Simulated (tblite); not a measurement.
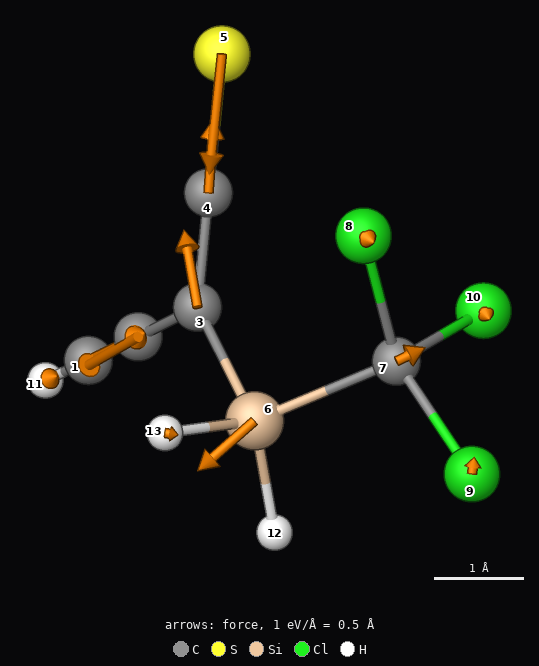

Starting geometry of C$_{5}$H$_{3}$Cl$_{3}$SSi with the computed forces as orange arrows. A ball-and-stick model, seen from a free direction.

All numbers below come from GFN2-xTB geometry optimisation, gas phase in tblite 0.8.0. 

Question: What follows when this structure is relaxed?

Answer: It isn't relaxed: the largest force vector, on a C atom, is 2.96 eV/Å. The final displacements have little in common with the starting forces (cosine between the two patterns 0.08). The largest move after the best rigid fit is that of an H atom, 0.85 Å. Largest moves by element: H 0.85 Å, S 0.83 Å, Cl 0.76 Å, C 0.54 Å, Si 0.36 Å. Near-neighbour distances that change, for instance: C–Si 1.875 → 1.939 Å, C–S 1.612 → 1.549 Å, C–Si 1.852 → 1.886 Å, C–C 1.234 → 1.200 Å. Bond angles that change, for instance: C–C–Si 122.4° → 115.1°, Cl–C–Cl 113.9° → 108.5°, C–Si–H 106.1° → 111.5°. Groups turn about C–Si by about 35°. Over 98 geometry steps the energy falls by 8.59 kcal/mol.
